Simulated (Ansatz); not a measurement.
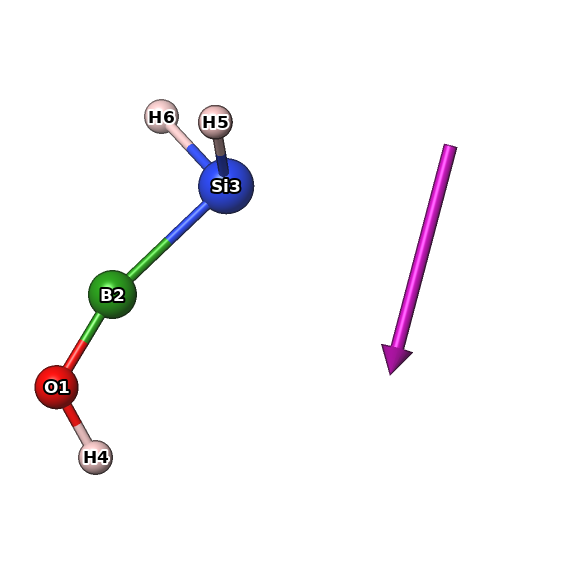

The arrow beside the molecule shows the direction of the dipole moment, from the negative to the positive end (its length means nothing). Computed geometry: PBE-D4/def2-SVP optimisation. No frequency run is at hand to confirm it as a minimum. Properties computed with RKS PBE-D4/def2-SVP (Ansatz 0.2.0).

### Estimate the dipole moment.

3.56 D; it points from the side of H5, H6 to the side of H4 (the outermost atoms at the two ends).
